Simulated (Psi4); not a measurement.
# AlHSClF (SMILES [F][Al]([SH])[Cl]) at wB97X-V/6-311+G(d,p)

Aim: the vertical electron affinity of AlHSClF at wB97X-V/6-311+G**, from 2 runs. 

The results are computed with Psi4 1.11.

**1. The molecule**

AlHSClF: 5 atoms, total charge 0, spin state singlet. SMILES: `[F][Al]([SH])[Cl]`. The shape is that of a PBE0-D4/def2-TZVP optimisation. This is one conformer, not always the lowest.

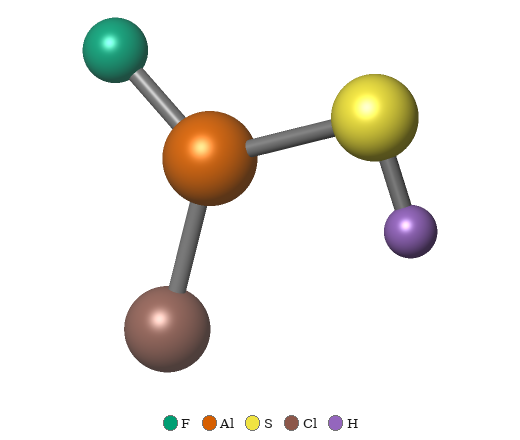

Viewed from a chosen angle; fluorine teal, aluminium orange, sulfur yellow, chlorine brown, hydrogen purple.

**2. The energy at wB97X-V/6-311+G(d,p)**

File job.json:

```json
{
 "schema_name": "qcschema_input",
 "schema_version": 1,
 "molecule": {
  "schema_name": "qcschema_molecule",
  "schema_version": 2,
  "symbols": ["F", "Al", "S", "Cl", "H"],
  "geometry": [-2.03107764, -2.89562734, 2.11649326, -0.821086, -0.69674202, 0.30726947, 3.03905755, 0.43104653, 0.9514771, -3.03773475, 0.89988758, -2.50955629, 2.94476022, 2.12235141, -0.94410717],
  "molecular_charge": 0,
  "molecular_multiplicity": 1,
  "fix_symmetry": "c1"
 },
 "driver": "energy",
 "model": {
  "method": "wb97x-v",
  "basis": "6-311+G**"
 },
 "keywords": {
  "puream": true,
  "e_convergence": 1e-09,
  "d_convergence": 1e-08,
  "scf_type": "pk",
  "dft_radial_points": 99,
  "dft_spherical_points": 590
 }
}
```

Started as:

```sh
psi4 --qcschema job.json -n 1 --memory 1600MB
```

stdout:

```text
[...]
                   'protocols': {'error_correction': {'default_policy': True, 'policies': None},
                                 'native_files': 'none',
[...]
  Running in c1 symmetry.
[...]
  Nuclear repulsion =  245.379343848704963
[...]
  Multiplicity = 1
[...]
  Nalpha       = 28
  Nbeta        = 28
[...]
    Number of basis functions: 118
[...]
   @RKS iter   1: -1201.18053637882508   -5.94344e-01   5.51448e-03 ADIIS/DIIS
[...]
   @RKS iter  11: -1201.30798218128461   -2.22826e-11   9.40671e-09 DIIS
[...]
    Orbital Energies [Eh]
    ---------------------
    Doubly Occupied:
       1A   -101.548951     2A    -88.873356     3A    -56.131212
       4A    -24.743907     5A     -9.574508     6A     -8.060032
       7A     -7.328273     8A     -7.323977     9A     -7.323384
      10A     -6.015827    11A     -6.012191    12A     -6.008290
      13A     -4.319569    14A     -2.867591    15A     -2.863432
      16A     -2.861969    17A     -1.300743    18A     -0.965093
      19A     -0.878745    20A     -0.606629    21A     -0.557609
      22A     -0.547826    23A     -0.532772    24A     -0.524757
      25A     -0.464578    26A     -0.462164    27A     -0.437545
      28A     -0.395261
[...]
  @RKS Final Energy: -1201.30798218128461
   => Energetics <=
    Nuclear Repulsion Energy =            245.3793438487049627
    One-Electron Energy =               -2151.7760616860832670
    Two-Electron Energy =                 767.3930953826019277
    DFT Exchange-Correlation Energy =     -62.5375387186334279
    Empirical Dispersion Energy =           0.0000000000000000
    VV10 Nonlocal Energy =                  0.2331789921250265
    Total Energy =                      -1201.3079821812846149
[...]
 Multipole Moments:
 ------------------------------------------------------------------------------------
     Multipole            Electronic (a.u.)      Nuclear  (a.u.)        Total (a.u.)
 ------------------------------------------------------------------------------------
 L = 1.  Multiply by 2.5417464519 to convert [e a0] to [Debye]
 Dipole X            :         -3.5325458            3.8260169            0.2934710
 Dipole Y            :         -1.7815912            2.1867466            0.4051555
 Dipole Z            :          0.2299193           -0.5295705           -0.2996512
 Magnitude           :                                                    0.5831527
[...]
```

The result, in JSON:

```text
{
 "driver": "energy",
 "model": {
  "method": "wb97x-v",
  "basis": "6-311+G**"
 },
 "success": true,
 "return_result": -1201.3079821812846,
 "properties": {
  "calcinfo_nbasis": 118,
  "calcinfo_nmo": 118,
  "calcinfo_nalpha": 28,
  "calcinfo_nbeta": 28,
  "calcinfo_natom": 5,
  "nuclear_repulsion_energy": 245.37934384870496,
  "return_energy": -1201.3079821812846,
  "scf_one_electron_energy": -2151.7760616860833,
  "scf_two_electron_energy": 767.3930953826019,
  "scf_vv10_energy": 0.2331789921250265,
  "scf_xc_energy": -62.53753871863343,
  "scf_dipole_moment": [0.2934710486551353, 0.40515545101642614, -0.29965121231858616],
  "scf_total_energy": -1201.3079821812846,
  "scf_iterations": 11
 }
}
```

Run time: 88 s. Hardware: 1 thread of Intel Xeon Platinum 8259CL at 2.50GHz (Skylake/Cascade Lake), shared host; peak memory 0.89 GiB.

**3. The doublet anion, same level**

File calc.dat:

```
memory 1.6 GB

molecule mol {
  -1 2
  F     -1.074800    -1.532300     1.120000
  Al    -0.434500    -0.368700     0.162600
  S      1.608200     0.228100     0.503500
  Cl    -1.607500     0.476200    -1.328000
  H      1.558300     1.123100    -0.499600
  symmetry c1
  no_reorient
  no_com
}

set reference uks
set puream true
set e_convergence 1e-09
set d_convergence 1e-08
set scf_type pk
set dft_radial_points 99
set dft_spherical_points 590
set maxiter 200

energy("wb97x-v/6-311+G**")
```

Started as:

```sh
psi4 -i calc.dat -o calc.out -n 1
```

calc.out:

```text
[...]
  Running in c1 symmetry.
[...]
  Nuclear repulsion =  245.379343653632503
[...]
  Multiplicity = 2
[...]
  Nalpha       = 29
  Nbeta        = 28
[...]
    Number of basis functions: 118
[...]
   @UKS iter   1: -1201.10620465528973   -5.20013e-01   6.15917e-03 DIIS/ADIIS
[...]
   @UKS iter  16: -1201.30067198579059   -4.36557e-11   8.07421e-09 DIIS
[...]
   @S^2 Observed:                7.520427512E-01
[...]
    Orbital Energies [Eh]
    ---------------------
    Alpha Occupied:
       1A   -101.373385     2A    -88.697683     3A    -55.935498
       4A    -24.566325     5A     -9.400314     6A     -7.885743
       7A     -7.153494     8A     -7.149845     9A     -7.149367
      10A     -5.841620    11A     -5.837335    12A     -5.834177
      13A     -4.123779    14A     -2.669748    15A     -2.668250
      16A     -2.666972    17A     -1.124346    18A     -0.794689
      19A     -0.709899    20A     -0.433404    21A     -0.385305
      22A     -0.372264    23A     -0.363852    24A     -0.355847
      25A     -0.296575    26A     -0.292890    27A     -0.272928
      28A     -0.226850    29A      0.004359
    Alpha Virtual:
[...]
  @UKS Final Energy: -1201.30067198579059
   => Energetics <=
    Nuclear Repulsion Energy =            245.3793436536325032
    One-Electron Energy =               -2161.6838149968789367
    Two-Electron Energy =                 777.3592858032255890
    DFT Exchange-Correlation Energy =     -62.5898322708993931
    Empirical Dispersion Energy =           0.0000000000000000
    VV10 Nonlocal Energy =                  0.2343458251296746
    Total Energy =                      -1201.3006719857905864
[...]
 Multipole Moments:
 ------------------------------------------------------------------------------------
     Multipole            Electronic (a.u.)      Nuclear  (a.u.)        Total (a.u.)
 ------------------------------------------------------------------------------------
 L = 1.  Multiply by 2.5417464519 to convert [e a0] to [Debye]
 Dipole X            :         29.6173260          -29.0256264            0.5916996
 Dipole Y            :         11.3663347          -10.8011076            0.5652271
 Dipole Z            :          5.0619552           -5.3399881           -0.2780329
 Magnitude           :                                                    0.8642293
[...]
```

It took 2.3 min on 1 thread of Intel Xeon Platinum 8259CL at 2.50GHz (Skylake/Cascade Lake), shared host; peak memory 0.89 GiB.

**4. Results**

At wB97X-V/6-311+G**:

```
                                         quantity           value
                    singlet AlHSClF: total energy  -1201.30798 Eh
                   singlet AlHSClF: dipole moment          1.48 D
                     singlet AlHSClF: HOMO energy       -10.76 eV
                     singlet AlHSClF: LUMO energy         0.28 eV
                   singlet AlHSClF: HOMO–LUMO gap        11.04 eV
                      doublet anion: total energy  -1201.30067 Eh
doublet anion: HOMO energy (highest over α and β)         0.12 eV
 doublet anion: LUMO energy (lowest over α and β)         4.14 eV
                              doublet anion: ⟨S²⟩           0.752
vertical electron affinity (to the doublet anion)       -0.199 eV
```

What this shows: The anion lies 0.20 eV (4.6 kcal/mol) above the neutral: the electron isn't bound at this level, and such a value depends on the basis. The HOMO (doublet anion) lies at positive energy, 0.12 eV; only total energies tell whether the electron is bound.
